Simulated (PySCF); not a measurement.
# C3H12B2OSi: what the fields show

Input file:

```
{"job": {"kind": "uv", "xc": "CAM-B3LYP", "basis": "def2-SVPD", "nstates": 8, "ntriplets": 3}, "charge": 0, "multiplicity": 1}
B     -2.115599     1.330802    -0.020386
B     -2.257562    -0.257865     0.298833
C     -1.232723    -1.062040     1.173601
Si     0.127006    -1.820819     0.069295
C      1.101312    -0.435551    -0.810733
O      1.494766     0.466916     0.205656
C      2.219695     1.564497    -0.277388
H     -1.553897     1.740823    -0.967747
H     -2.604149     2.166394     0.645687
H     -3.150220    -0.892864    -0.142202
H     -0.712042    -0.442170     1.903830
H     -1.694334    -1.891556     1.709732
H     -0.413385    -2.715991    -0.967683
H      1.061740    -2.581291     0.911561
H      0.492660     0.086261    -1.561873
H      1.987849    -0.823049    -1.332983
H      3.144273     1.241035    -0.774212
H      1.625579     2.149265    -0.991948
H      2.469229     2.186453     0.580719
```

Launched as:

```sh
OMP_NUM_THREADS=1 python probes_run.py task.json out
```

Geometry: GFN2-xTB.

These are results of PySCF 2.14.0, CAM-B3LYP/def2-SVPD, SCF density, gas phase, not measurements.

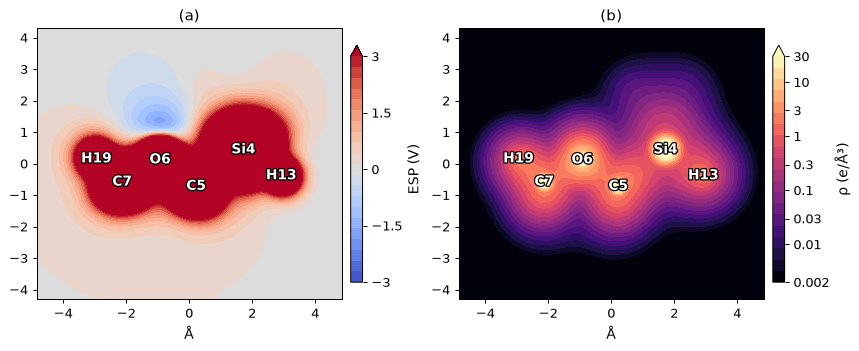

Figure 1. (a) electrostatic potential; (b) total electron density on the plane of atoms Si4, C5 and O6.

Interpret the plot.

The section cuts through Si, C, O and H sites. C–O (1.40 Å): ρ at the midpoint is about 2.1 e/Å³, with its minimum of 1.8 e/Å³ about 0.5 Å from C. C–Si (1.91 Å): the density is about 0.95 e/Å³ at the midpoint. C–H (1.09 Å): ρ is about 2 e/Å³ halfway. Si–H (1.47 Å): ρ at the midpoint is about 0.78 e/Å³. Outside the dense part of the molecule the potential is most negative (−1.7 V) near O6.

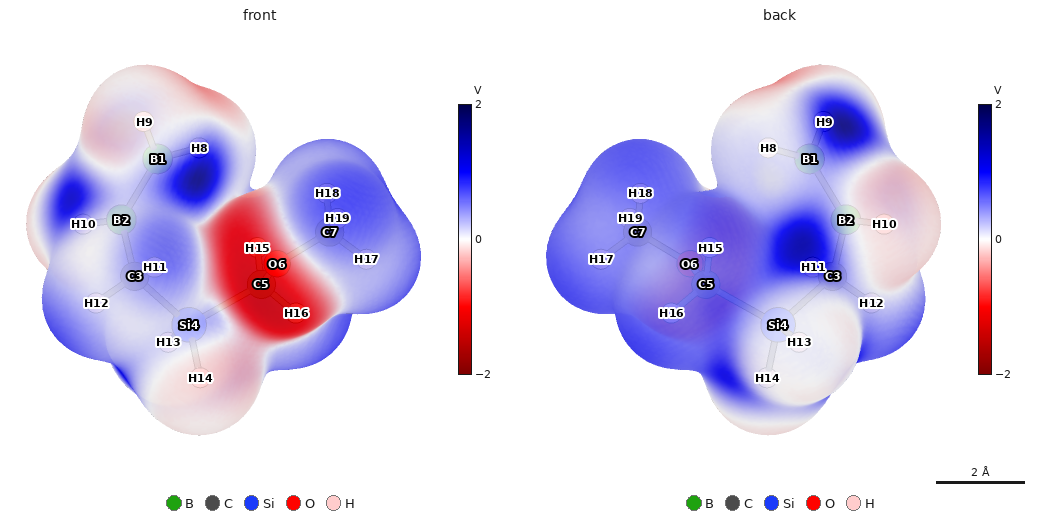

Figure 2. The molecular electrostatic potential painted on the density surface at 0.002 e/bohr³, seen from the front and from behind; the colour scale runs from red (negative) to blue (positive).

Describe the electrostatic potential map.

The most negative region (about −1.2 V) lies over O6, the most positive (about +1.5 V) over B1. O6 is the likeliest acceptor of a hydrogen bond.

What dipole moment does the calculation give?

Its dipole moment is 1.04 D.
